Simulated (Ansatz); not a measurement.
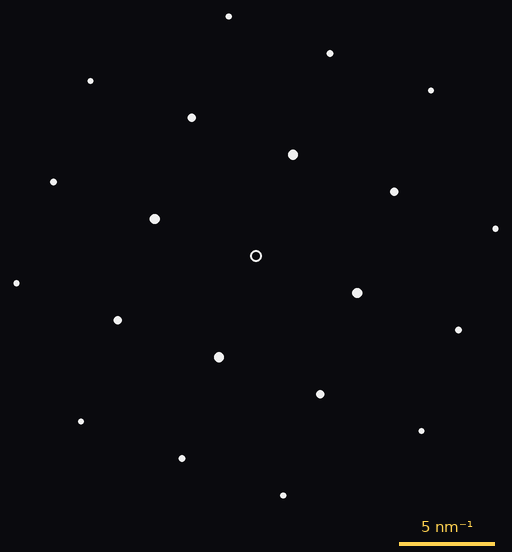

Computed electron diffraction pattern, 200 kV, single scattering only, B = 0.5 Å².

Q: What net do the spots form, and what spacings does it show?

A: The spots form a square net with both shortest vectors at d = 1.76 Å, 90.0° apart.

Q: What is the point symmetry of the pattern, intensities included?

A: 4mm. A zero-layer kinematic pattern is always centrosymmetric (Friedel's law). A fourfold pattern needs a tetragonal or cubic crystal seen along a 4 or -4 axis.

Q: What was simulated?

A: This cannot be fixed from one zone alone; the pattern is [001] of Ni, space group Fm-3m (No. 225), a = 3.520 Å. The net vectors are 2 0 0 and 0 2 0. Structure: the input geometry of an electronic-structure calculation (not necessarily at equilibrium).
